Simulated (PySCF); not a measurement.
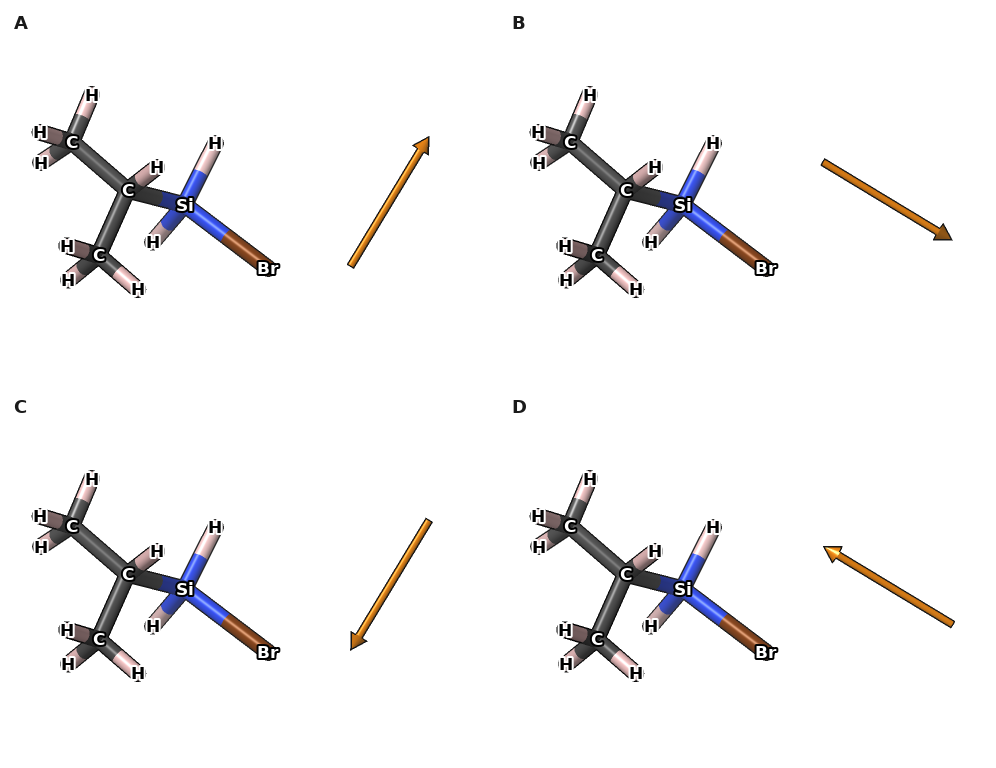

The same molecule four times, each with an arrow. The computed structure is the end point of a GFN2-xTB optimisation. No frequency run is at hand to confirm it as a minimum. Properties computed with PBE0/def2-SVPD, gas phase (PySCF 2.14.0).

### Which arrow points along the dipole moment, from the negative to the positive end?

D. The dipole moment is 2.21 D.

The geometry is semi-empirical. Around Br, Si such bond lengths and angles can be off by a tenth of an ångström or more and by several degrees, and values that hang on the shape move with them.
